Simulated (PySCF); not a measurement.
**C₅H₁₁Si₂: EPR calculation**

System: C₅H₁₁Si₂, multiplicity 2, SMILES C#C[C]([SiH3])CC[SiH3].
Method: UKS B3LYP, pcH-1 on C H Si, non-relativistic, mean-field spin-orbit, GIAO (PySCF 2.14.0).

It belongs to a series of runs on one base structure; here: H removed from sp3 C.

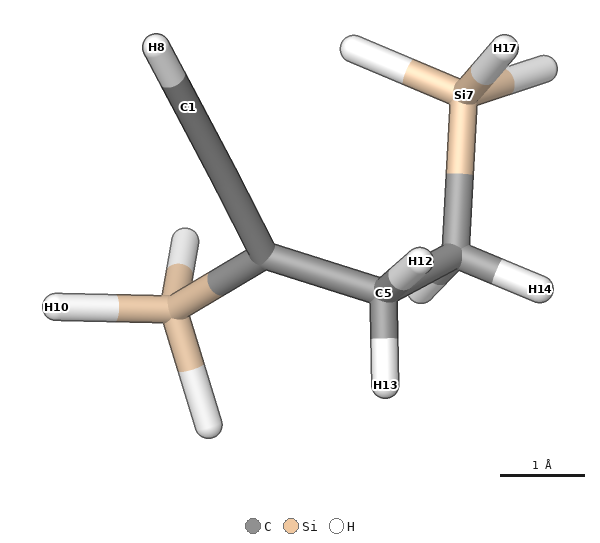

**Figure 1.** The structure as given in the input (stick view, seen at a tilt; atoms are numbered from 1 in the order of the input).

### Summary

```json
{"quantity": "outcome", "value": "converged"}
{"quantity": "total energy", "value": "−776.065273 hartree"}
{"quantity": "⟨S²⟩", "value": "0.767"}
{"quantity": "isotropic g", "value": "2.0028"}
{"quantity": "hardware", "value": "1 CPU thread, shared host"}
{"quantity": "wall time", "value": "2.3 min"}
{"quantity": "peak memory", "value": "0.98 GiB"}
```

### The input
```
{"job": {"kind": "epr", "basis": "pcH-1"}, "charge": 0, "multiplicity": 2}
C     -0.932028     2.323618     1.727083
C     -0.926985     1.274058     1.113892
C     -0.938372     0.090099     0.430875
Si    -2.082332    -0.144460    -1.028148
C      0.019915    -0.981708     0.834555
C      1.089090    -1.225498    -0.239790
Si     2.176859     0.298844    -0.574267
H     -0.936970     3.232535     2.250008
H     -1.438249     0.260833    -2.286838
H     -3.287896     0.659114    -0.823590
H     -2.418274    -1.570874    -1.114314
H      0.506782    -0.719932     1.778295
H     -0.537052    -1.914115     0.985847
H      1.712429    -2.064183     0.078582
H      0.594684    -1.535465    -1.162624
H      3.237532    -0.095470    -1.505700
H      2.773535     0.744948     0.686015
H      1.378574     1.373973    -1.161535
```

The first line tells a small driver script what to run in PySCF; the rest is the geometry in Å.

Run as:
```bash
OMP_NUM_THREADS=1 python <driver script> task.json out
```

### What the program printed
```
UKS, coarse grid
  cycle   1  E = -776.01232062  |g| = 3.31e-01
  cycle   2  E = -776.00109916  |g| = 3.48e-01
  cycle   3  E = -776.06274649  |g| = 6.73e-02
  cycle   4  E = -776.06384702  |g| = 5.07e-02
  cycle   5  E = -776.06513067  |g| = 1.51e-02
  cycle   6  E = -776.06526601  |g| = 4.85e-03
  cycle   7  E = -776.06529182  |g| = 1.92e-03
  cycle   8  E = -776.06529883  |g| = 8.70e-04
UKS, final grid
  cycle   1  E = -776.06527199  |g| = 9.93e-04
  cycle   2  E = -776.06527157  |g| = 1.48e-03
  cycle   3  E = -776.06527273  |g| = 2.95e-04
  cycle   4  E = -776.06527279  |g| = 1.84e-04
  cycle   5  E = -776.06527285  |g| = 1.06e-04
  cycle   6  E = -776.06527286  |g| = 1.53e-05
  cycle   7  E = -776.06527286  |g| = 3.62e-06
E = -776.06527286 Eh   <S^2> = 0.7668 (exact 0.7500)
g shifts (ppm)      1          2          3
  rmc          -137       -137       -137
  gc             -5         22         30
  oz_so          21        572       1137
  total        -122        456       1030
hyperfine (MHz)  atom isotope    a_iso     a_fc   dipolar eigenvalues
    0   13C      41.76      41.81    -42.23    -32.26     74.49
    1   13C     -60.18     -60.21    -19.84     -1.31     21.16
    2   13C      63.91      63.99    -57.68    -56.45    114.13
    3  29Si      36.90      36.95     -1.90     -0.68      2.58
    4   13C     -23.92     -23.93     -1.77      0.27      1.50
    5   13C      50.08      50.09     -3.51     -3.42      6.93
    6  29Si       1.98       1.98     -0.43     -0.10      0.53
    7    1H     -39.68     -39.69    -18.89     -1.57     20.46
    8    1H      54.02      54.02     -2.33     -1.27      3.61
    9    1H      13.36      13.36     -2.16     -1.86      4.01
   10    1H      11.44      11.44     -2.26     -2.00      4.26
   11    1H       3.12       3.12     -2.83     -2.67      5.50
   12    1H      59.51      59.51     -3.78     -2.92      6.70
   13    1H       8.12       8.12     -2.30     -1.31      3.61
   14    1H      -2.04      -2.04     -3.37     -1.70      5.08
   15    1H      -0.89      -0.89     -0.75     -0.51      1.25
   16    1H       0.34       0.34     -1.25     -0.66      1.90
   17    1H       1.80       1.80     -2.20     -1.58      3.79
```

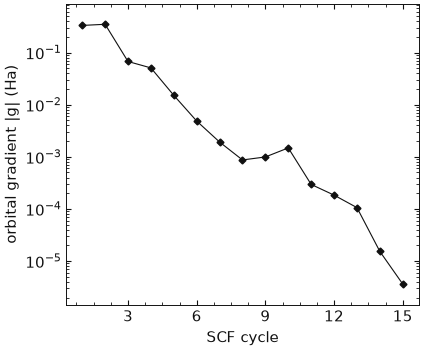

**Figure 2.** Convergence of the self-consistent field: orbital gradient |g| against the SCF cycle. All cycles printed in the log are drawn one after another.

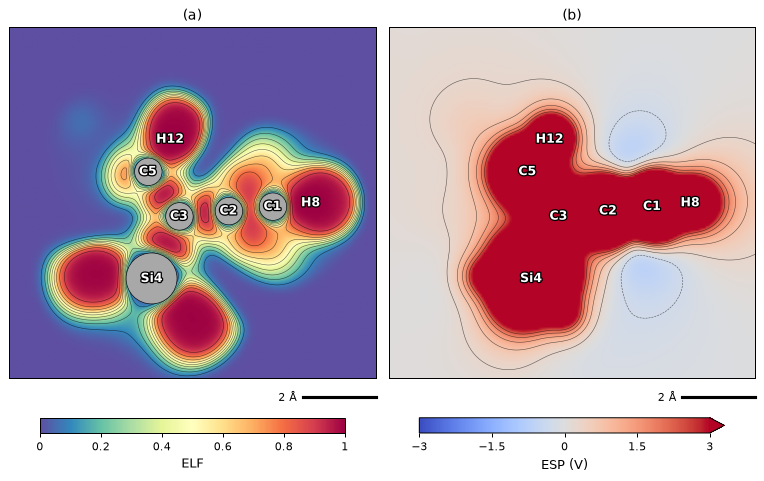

**Figure 3.** (a) electron localisation function; (b) electrostatic potential on the plane of atoms C2, C3 and C5. Grey discs, where drawn, cover atomic cores. The section cuts through C, Si and H sites. C–C (1.22 Å): the ELF peaks at about 0.85 between the atoms (a double or triple bond). C–Si (1.87 Å): the ELF peaks at about 0.95 between the atoms (localised, shared-pair bonding). C–H (1.05 Å): the ELF climbs to about 1 towards the hydrogen, as it does in any bond to H; a covalent bond by its length.

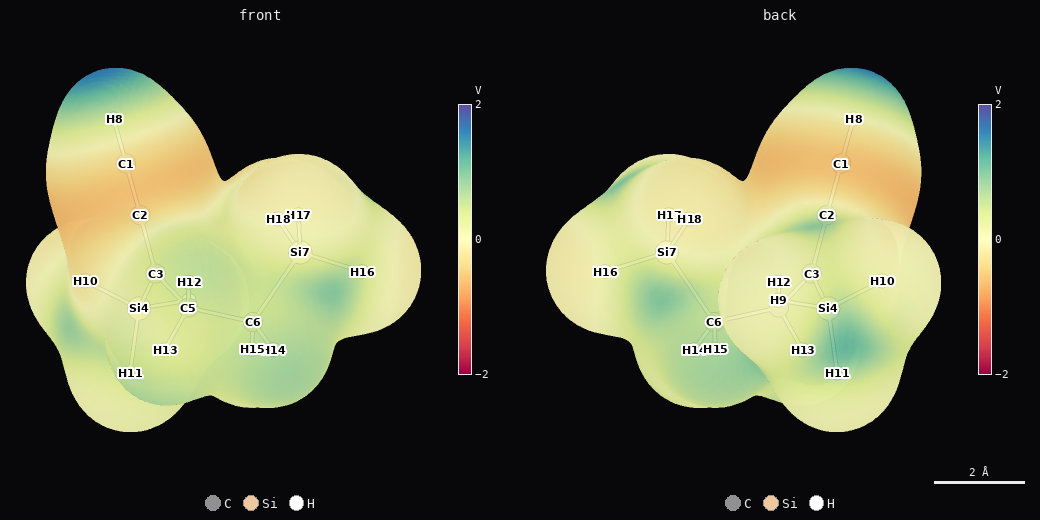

**Figure 4.** The electrostatic potential painted on the density surface at 0.002 e/bohr³, seen at a tilt and from behind; the colour scale runs from red (negative) to blue (positive).
